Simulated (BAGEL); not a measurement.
# H3O+ (oxonium): PBE0/aug-cc-pVTZ (density fitting with cc-pvqz-jkfit)

What is the energy change on altering one bond length of H3O+ (oxonium) at PBE0/aug-cc-pVTZ (density fitting with cc-pvqz-jkfit)? 

The calculation is run with BAGEL 1.2.2.

2 further runs of the same task are left out: 2 set aside as unsound or not needed.

## 1. The structure to begin with

H3O+: 4 atoms, total charge +1, spin state singlet. As SMILES, `[OH3+]`. The shape is that of a PBE0-D4/def2-TZVP optimisation.

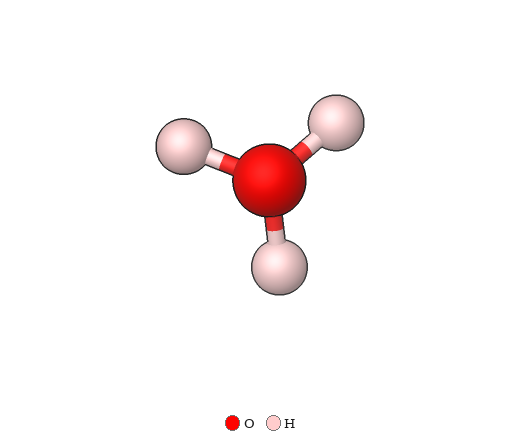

Viewed from a chosen angle; oxygen red, hydrogen pink.

## 2. The energy at PBE0/aug-cc-pVTZ (density fitting with cc-pvqz-jkfit)

job.json

```json
{ "bagel" : [

{
  "title" : "molecule",
  "basis" : "aug-cc-pvtz.json",
  "df_basis" : "cc-pvqz-jkfit",
  "angstrom" : "true",
  "geometry" : [
    { "atom" : "O", "xyz" : [    0.181970,   -0.056700,   -0.052760 ] },
    { "atom" : "H", "xyz" : [    0.219060,    0.918440,    0.015140 ] },
    { "atom" : "H", "xyz" : [   -0.408890,   -0.368290,   -0.767380 ] },
    { "atom" : "H", "xyz" : [    0.007860,   -0.493450,    0.805020 ] }
  ]
},
{
  "title" : "ks",
  "xc_func" : "pbe0",
  "charge" : 1
},
{
  "title" : "print",
  "file" : "orbitals.molden",
  "orbitals" : "true"
}

]}
```

The basis set aug-cc-pVTZ is read from a file made from the Basis Set Exchange's data (not shown).

Launch:

```console
$ BAGEL_NUM_THREADS=1 BAGEL job.json > job.out
```

Standard output:

```text
* using 1 threads per process

  ===============================================================
  ===============================================================

  *** Geometry ***

  { "atom" : "O", "xyz" : [      0.343873,     -0.107147,     -0.099702 ] },
  { "atom" : "H", "xyz" : [      0.413963,      1.735600,      0.028610 ] },
  { "atom" : "H", "xyz" : [     -0.772690,     -0.695967,     -1.450138 ] },
  { "atom" : "H", "xyz" : [      0.014853,     -0.932485,      1.521267 ] },

  Number of auxiliary basis functions:      259

  Since a DF basis is specified, we compute 2- and 3-index integrals:
    o Being stored without compression. Storage requirement is 0.027 GB

  Number of basis functions:      115
  Number of electrons      :       11

    * METHOD: MOLECULE                             0.08

  *** Kohn-Sham DFT ***

    * Removing 4979 points whose weight is below 1.00e-10
    * Grid points: 54645

  === Nuclear Repulsion ===
    13.9563073607

       - DIIS with orbital gradients will be used.

  === KS iteration (pbe0 / aug-cc-pvtz.json) ===
      0        -61.91647121          0.12316513           0.16
      1        -66.37716718          0.19415773           0.16
      2        -70.75576019          0.11020104           0.15
      3        -76.27707086          0.04171371           0.16
      4        -76.58910201          0.01907703           0.16
      5        -76.65203362          0.00426022           0.17
      6        -76.65530485          0.00043816           0.16
      7        -76.65534000          0.00008257           0.17
      8        -76.65534126          0.00000457           0.16
      9        -76.65534126          0.00000070           0.16
     10        -76.65534126          0.00000002           0.15
     11        -76.65534126          0.00000000           0.16
    * SCF iteration converged.

    * Permanent dipole moment:
           (    0.496231,    -0.154647,    -0.143868) a.u.

    * METHOD: KS                                   2.18

    * METHOD: PRINT                                0.02

  ===============================================================
```

Wall time 2.5 s (1 thread of Arm Neoverse V2, shared host); peak memory 0.3 GiB.

## 3. The distorted shape at the same level

job.json

```json
{ "bagel" : [

{
  "title" : "molecule",
  "basis" : "aug-cc-pvtz.json",
  "df_basis" : "cc-pvqz-jkfit",
  "angstrom" : "true",
  "geometry" : [
    { "atom" : "O", "xyz" : [       0.270577,      -0.009973,       0.054407 ] },
    { "atom" : "H", "xyz" : [       0.307667,       0.965167,       0.122307 ] },
    { "atom" : "H", "xyz" : [      -0.408890,      -0.368290,      -0.767380 ] },
    { "atom" : "H", "xyz" : [       0.096467,      -0.446723,       0.912187 ] }
  ]
},

{
  "title" : "ks",
  "xc_func" : "pbe0",
  "charge" : 1
},

{
  "title" : "print",
  "file" : "orbitals.molden",
  "orbitals" : "true"
}

]}
```

The basis set aug-cc-pVTZ is read from a file made from the Basis Set Exchange's data (not shown).

Launch:

```console
$ BAGEL_NUM_THREADS=1 BAGEL job.json > job.out
```

Standard output:

```text
* using 1 threads per process

  ===============================================================
  ===============================================================

  *** Geometry ***

  { "atom" : "O", "xyz" : [      0.511316,     -0.018846,      0.102814 ] },
  { "atom" : "H", "xyz" : [      0.581406,      1.823901,      0.231127 ] },
  { "atom" : "H", "xyz" : [     -0.772690,     -0.695967,     -1.450138 ] },
  { "atom" : "H", "xyz" : [      0.182296,     -0.844184,      1.723784 ] },

  Number of auxiliary basis functions:      259

  Since a DF basis is specified, we compute 2- and 3-index integrals:
    o Being stored without compression. Storage requirement is 0.027 GB

  Number of basis functions:      115
  Number of electrons      :       11

    * METHOD: MOLECULE                             0.08

  *** Kohn-Sham DFT ***

    * Removing 4751 points whose weight is below 1.00e-10
    * Grid points: 54873

  === Nuclear Repulsion ===
    13.3460523628

       - DIIS with orbital gradients will be used.

  === KS iteration (pbe0 / aug-cc-pvtz.json) ===
      0        -61.82541010          0.11928308           0.17
      1        -66.21885345          0.18569131           0.17
      2        -70.50567059          0.10705920           0.17
      3        -76.19919941          0.04454353           0.16
      4        -76.53513650          0.02384600           0.17
      5        -76.62586919          0.00906550           0.16
      6        -76.64146805          0.00073131           0.17
      7        -76.64153110          0.00028157           0.17
      8        -76.64154637          0.00001481           0.17
      9        -76.64154641          0.00000140           0.18
     10        -76.64154641          0.00000033           0.18
     11        -76.64154641          0.00000004           0.17
     12        -76.64154641          0.00000001           0.17
    * SCF iteration converged.

    * Permanent dipole moment:
           (    0.575337,    -0.102963,    -0.030389) a.u.

    * METHOD: KS                                   2.47

    * METHOD: PRINT                                0.02

  ===============================================================
```

Wall time 2.7 s (1 thread of Arm Neoverse V2, shared host); peak memory 0.3 GiB.

## 4. What came out

At PBE0/aug-cc-pVTZ (density fitting with cc-pvqz-jkfit):

```
                                                         quantity         value
                                        first shape: total energy  -76.65534 Eh
                                         first shape: HOMO energy     -20.68 eV
                                         first shape: LUMO energy      -7.20 eV
                                       first shape: HOMO–LUMO gap      13.49 eV
                                    distorted shape: total energy  -76.64155 Eh
                                     distorted shape: HOMO energy     -20.26 eV
                                     distorted shape: LUMO energy      -7.82 eV
                                   distorted shape: HOMO–LUMO gap      12.44 eV
energy change with the O1–H3 bond stretched from 0.978 to 1.125 Å      0.375 eV
```

**Reading.** With the O1–H3 bond stretched from 0.978 to 1.125 Å the energy rises by 0.38 eV (8.7 kcal/mol).
